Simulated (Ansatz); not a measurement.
These are PBE (plane waves to 420 eV, PAW; Ansatz, a program for electronic structure) values and carry that method's errors.

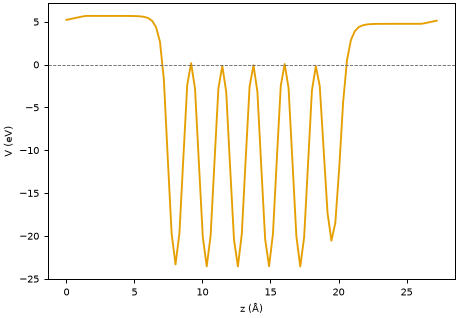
Figure: Plane-averaged electrostatic potential energy along the normal, in eV from the Fermi level, for a constructed model of the (111) surface of fcc Pt, (√3x√3)R30° surface alloy, Sb on one Pt site of the top plane (bottom of the slab: a bare face, its two planes held)

Slab: 18 atoms, 11.5 Å thick at the start; k 9x9x1, smearing 0.1 eV, dipole-corrected; 6 atoms held, the rest relaxed; symmetry of the start imposed; no spin, no spin-orbit, no U. It is one candidate, not shown to be the stable structure of the face.

The vacuum level lies 4.75 eV above the Fermi level over the top face and 5.67 eV above it under the bottom face.
